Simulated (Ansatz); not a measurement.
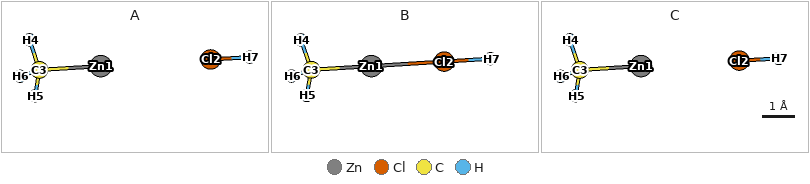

3 geometries from a converged minimum-energy path of CH4ClZn (multiplicity 2), made up at the start of CH3ClZn and H, shuffled. Style: ball-and-stick. Shown at a tilt.

The calculation used Ansatz 0.2.0, UKS PBE0/def2-SVP. Settings: 5 movable images; climbing image; force threshold 0.05 eV/Å; iteration limit 60; starting path through a guess of the saddle point.

### Which frame is the transition state?

B. In order along the path, whose images run from 0 to 6: B (image 3, +0.58 eV), C (image 5, +0.28 eV), A (image 6, +0.26 eV). Breaking: Zn1–Cl2 (2.12 → 2.38 at the top → 3.60 Å). Forming: Cl2–H7 (3.42 → 1.52 at the top → 1.29 Å).

Limits of the set-up: the start holds two separate molecules, 3.4 Å apart at their closest, whose relative position is a soft coordinate and is computed without a dispersion correction.
